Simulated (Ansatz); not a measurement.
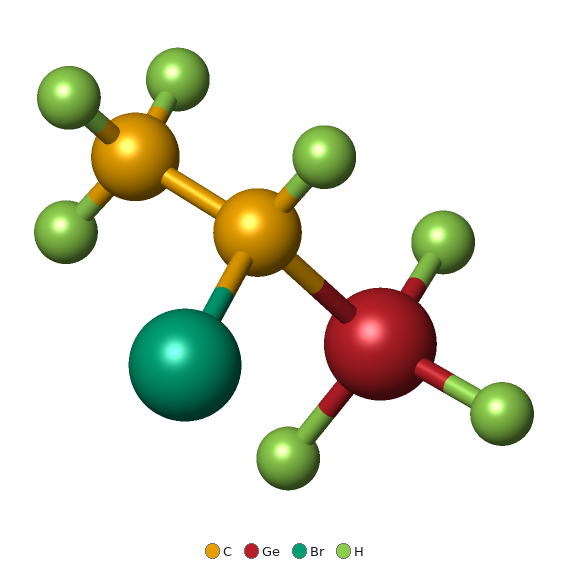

The picture comes from a calculation with Ansatz.

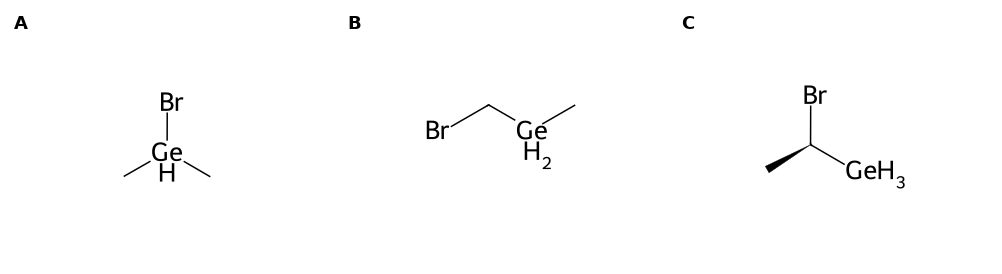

### The first picture shows one of the molecules drawn in the second. Which?

C, `C[C@H]([GeH3])Br`.
